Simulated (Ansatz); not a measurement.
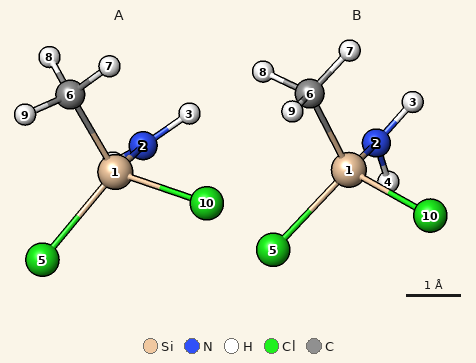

Two geometries of CH5Cl2NSi, drawn at one scale. One is the start of a relaxation, the other its converged end. A ball-and-stick model, seen from a free direction.

Computed with Ansatz, RKS PBE-D4/6-31G*. (no spin polarisation; force threshold 0.02 eV/Å; at most 40 steps)

Which geometry has the lower energy?

Answer. Structure B is the relaxed one. The run prepares the start of a later molecular dynamics calculation, from a guessed geometry. The largest move after the best rigid fit is that of H4, 0.80 Å. Largest moves by element: H 0.80 Å, Cl 0.37 Å, Si 0.13 Å, N 0.10 Å, C 0.04 Å. Among the contacts that change: Si1–N2 1.820 → 1.725 Å, Si1–Cl5 2.130 → 2.078 Å, N2–H3 1.060 → 1.022 Å, Si1–Cl10 2.128 → 2.100 Å. Bond angles that change, for instance: H3–N2–H4 120.0° → 110.4°, N2–Si1–Cl10 109.5° → 114.2°, N2–Si1–Cl5 109.4° → 105.6°. Groups turn about Si1–C6 by about 40°. Over 11 accepted moves (12 points after the start) the energy falls by 10.4 kcal/mol. Largest force component: 2.1 eV/Å at the start, 0.0087 eV/Å at the end. The line search rejected the trial step at point 6 of the run. The run took 35 s on 2 threads of Arm Neoverse V1, on a shared host, peak memory 0.15 GiB.
